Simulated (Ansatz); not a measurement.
The compound is RbVF3 (Pm-3m).

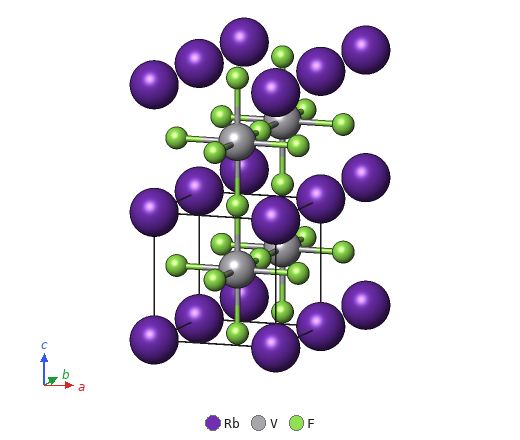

The structure (rubidium purple, vanadium grey, fluorine green). 1×2×2 cells are drawn. Some periodic images of atoms are drawn too.

It takes space group Pm-3m (No. 221, cubic). Conventional cell: a = 4.182 Å, b = 4.182 Å, c = 4.182 Å, α = 90.00°, β = 90.00°, γ = 90.00°. Nearest to Rb lie 12 F at 2.96 Å. Nearest to V lie 6 F at 2.09 Å. F has 2 V at 2.09 Å and 4 Rb at 2.96 Å nearest. Farther neighbours and most contacts between anions are not listed.

```
Rb V F
1.0
     0.00000    0.00000   -4.18200
     0.00000   -4.18200    0.00000
    -4.18200    0.00000    0.00000
Rb V F
1 1 3
Direct
  0.00000 0.00000 0.00000
  0.50000 0.50000 0.50000
  0.50000 0.50000 0.00000
  0.00000 0.50000 0.50000
  0.50000 0.00000 0.50000
```

The cell and positions come from the Crystallography Open Database and are kept as given unless a step says otherwise. PAW set soft_2, made with PBE.

A constrained-RPA run (Ansatz 0.2.0; non-magnetic LDA; V t2g + anion p, bands v11 to c1, 4×4×4 mesh, medium accuracy) builds 12 functions on bands 10 eV wide, with 21.0 electrons in the window. The bare on-site interaction is 18.2 eV and the bare J 0.68 eV.

What U and J survive the screening?

On the V t2g shell, U = 7.01 eV (39 % of the bare value), U′ = 5.94 eV, J = 0.50 eV.

The parent state is non-magnetic and the interaction static (zero frequency); U depends on the window and the orbitals, so it belongs to this model alone. A window that holds the anion p bands defines a model with explicit ligands; its U belongs to that model and is not the U of DFT+U.

[Paths, hosts, dates, memory and timing lines, banners, echoed tables and standing remarks are left out of the program output.]

[Logs are printed without paths, hosts, clocks, repeated set-up lines and the standing remarks that a program may print on its own settings, such as how far it seeks lower states.]

[Runs of the session that timed out or met a known fault of the program may be left out.]

[Hosts, paths, dates, database ids (printed as entryN), source tags and the programs' standing remarks are cut or masked in the printed files.]
